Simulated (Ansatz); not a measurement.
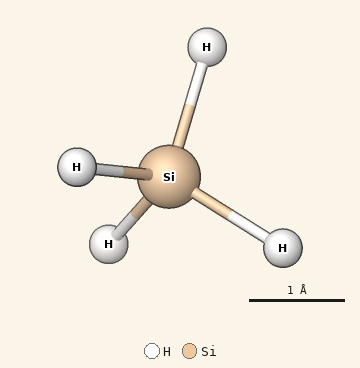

**Figure 1.** The input geometry (ball-and-stick view, seen at a tilt).

# Frequency calculation of SiH4

SiH4, computed with RKS PBE0-D4/def2-TZVP (Ansatz 0.2.0).

The geometry comes from this level: PBE0-D4/def2-TZVP. Figures and captions count atoms from 1; the log counts them from 0 in places.

### Log
```
Functional definition: PBE0
  name "PBE0"
  cite "Adamo & Barone, J. Chem. Phys. 110, 6158 (1999) doi:10.1063/1.478522"
  cite "Perdew, Burke & Ernzerhof, Phys. Rev. Lett. 77, 3865 (1996) doi:10.1103/PhysRevLett.77.3865"
  parent pbe
  parameter a = 0.25
  parameter kappa = 0.804
  parameter beta = 0.06672455060314922
  exchange = (1 - a)*pbe_x(kappa = kappa, mu = beta*pi^2/3) + a*exact_x
  correlation = pbe_c(beta = beta)
444 factors; their error is unknown
mean field evaluation 1: about -7938.7878 eV, gradient 8.5e0 eV
mean field evaluation 2: about -7939.0067 eV, gradient 3.9e0 eV
mean field evaluation 4: about -7939.0511 eV, gradient 7.9e-2 eV
mean field evaluation 8: about -7939.0854 eV, gradient 4.0e-4 eV
mean field -7939.08540060 eV, -291.7560071666 hartree, gradient 2.9e-5 eV, S^2 0.000000; 0 other end points of the search recorded, 0 dependent functions left out
the calculation of the forces begins
reference -7939.08542690 eV, -291.7560081331 hartree; 9, 9 occupied and 52, 52 virtual orbitals, 444 factors
these checks for a lower state are left out or cut short: stability, starts, cluster_reference, orbital_swaps, neighbouring_geometries, increment
444 factors; their error is unknown
mean field evaluation 16: about -7939.0854 eV, gradient 9.8e-7 eV
mean field -7939.08539187 eV, -291.7560068458 hartree, gradient 9.8e-7 eV, S^2 0.000000; 0 other end points of the search recorded, 0 dependent functions left out
[... from here on the field's lines of each further geometry are left out, up to the last ...]
the calculation of the forces begins
reference -7939.08537687 eV, -291.7560062945 hartree; 9, 9 occupied and 52, 52 virtual orbitals, 444 factors
these checks for a lower state are left out or cut short: stability, starts, cluster_reference, orbital_swaps, neighbouring_geometries, increment
444 factors; their error is unknown
mean field -7939.08535177 eV, -291.7560053721 hartree, gradient 1.3e-6 eV, S^2 0.000000; 0 other end points of the search recorded, 0 dependent functions left out
the calculation of the forces begins
reference -7939.08537806 eV, -291.7560063385 hartree; 9, 9 occupied and 52, 52 virtual orbitals, 444 factors
Total energy: -7939.12000832 eV, -291.7572789769 hartree
Atom 0 at    -1.488281     0.183159    -0.103174 Å, force     0.000018     0.000087     0.000015 eV/Å
Atom 1 at    -1.124624     1.239852     0.874378 Å, force    -0.000003    -0.000021     0.000038 eV/Å
Atom 2 at     0.275535     1.673029     0.636978 Å, force    -0.000026    -0.000008    -0.000039 eV/Å
Atom 3 at    -2.036201     2.400331     0.710793 Å, force     0.000006    -0.000013    -0.000068 eV/Å
Atom 4 at    -1.249551     0.702887     2.252963 Å, force     0.000006    -0.000044     0.000054 eV/Å
Dipole moment:     0.000000     0.000000    -0.000010 e Å
Vibrations: 906.77 906.77 906.78 968.57 968.57 2235.39 2245.03 2245.04 2245.06 cm⁻¹, zero-point energy 0.844827 eV
```

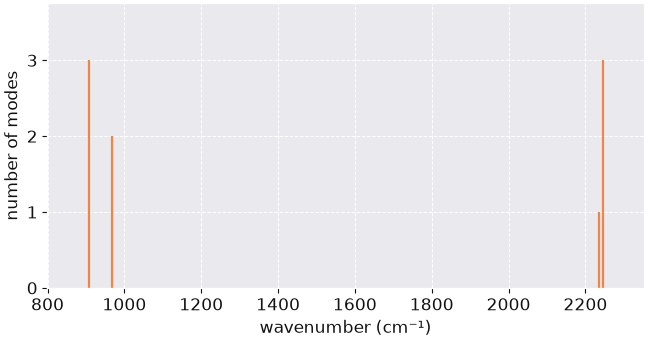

**Figure 2.** Harmonic vibrational wavenumbers from the force constants; neighbouring modes closer than 6 cm⁻¹ are counted in one stick. 9 modes from 907 to 2245 cm⁻¹, none imaginary.

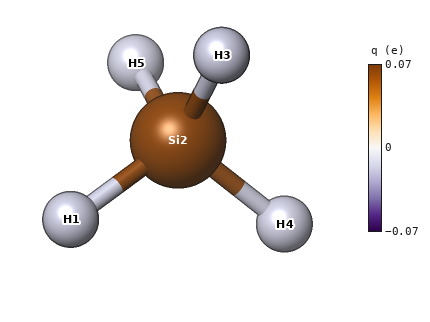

**Figure 3.** Mulliken charges, as the colour of each atom (ball-and-stick view, seen at a tilt; atoms are numbered from 1 in the order of the input). By element: H −0.02 and Si +0.07 e.

The run was set up as follows.

### Input file
```yaml
crystal:
  periodic: [false, false, false]
  atoms:
    - {symbol: H, position_ang: [-1.488281, 0.183159, -0.103174]}
    - {symbol: Si, position_ang: [-1.124624, 1.239852, 0.874378]}
    - {symbol: H, position_ang: [0.275535, 1.673029, 0.636978]}
    - {symbol: H, position_ang: [-2.036201, 2.400331, 0.710793]}
    - {symbol: H, position_ang: [-1.249551, 0.702887, 2.252963]}
basis:
  gaussian: {orbitals: def2-TZVP}
hamiltonian: {xc: pbe0, dispersion: d4}
phonons: {temperatures: {t_min: 298.15, t_max: 900, t_step: 200}}
```

Launch command:
```bash
ansatz run in.yaml --threads 4 --pin off --events-out ev --progress --plain --max-ram 9574MiB
```

### Summary

```csv
quantity,value
outcome,converged
total energy,−7939.1200 eV
mean-field energy,−7939.0854 eV
dispersion energy,−0.0346 eV
largest force (length of the vector),under 0.001 eV/Å
dipole moment,0.00 D
hardware,"4 threads of Arm Neoverse V2, 23 GiB of memory available, shared host"
wall time,4.4 s (CPU time 14 s)
peak memory,0.55 GiB
```
